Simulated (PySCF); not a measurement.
# C5H9O2PS: the cost of one run

Programs: PySCF 2.14.0, with routines of our own; each step states its level. All values are computed. Atoms count from 0.

## (1) The starting structure

18 atoms, charge 0, multiplicity 1; geometry from: GFN2-xTB.

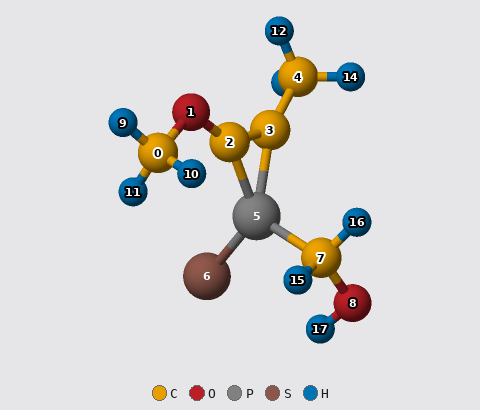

The starting geometry (carbon amber, oxygen red, phosphorus grey, sulfur brown, hydrogen blue).

## (2) Magnetic properties: GIAO HF/pcSseg-1

What the job is given:

```
{"job": {"kind": "mag", "xc": "HF", "basis": "pcSseg-1", "isotopologues": 0}, "charge": 0, "multiplicity": 1}
C      2.430964    -0.861297    -1.222311
O      1.688965     0.342314    -1.317577
C      0.665448     0.442543    -0.488477
C     -0.323575     1.286324    -0.139227
C     -0.906360     2.600361    -0.468536
P     -0.226664    -0.155626     0.967341
S      0.394755    -0.256879     2.807936
C     -1.433826    -1.536457     0.537836
O     -2.338236    -1.703758     1.574094
H      3.317119    -0.725236    -1.838442
H      1.845773    -1.706381    -1.598090
H      2.724664    -1.054789    -0.186500
H     -0.336006     3.057934    -1.275005
H     -0.883265     3.252576     0.404175
H     -1.945739     2.491001    -0.777697
H     -0.843069    -2.450940     0.353188
H     -1.989320    -1.271152    -0.364446
H     -1.850386    -1.744222     2.413417
```

Level: GIAO HF/pcSseg-1 magnetisability, rotational g tensor and spin-rotation constants, non-relativistic, gas phase.

Launch:

```
$ OMP_NUM_THREADS=1 python excited_run.py task.json out
```

This one command runs all jobs of the session in turn.

**Question.** How long does this first job take on 1 thread of Arm Neoverse V2, shared host, and how much memory does it need?

About 39 s, with a peak of 1 GiB.
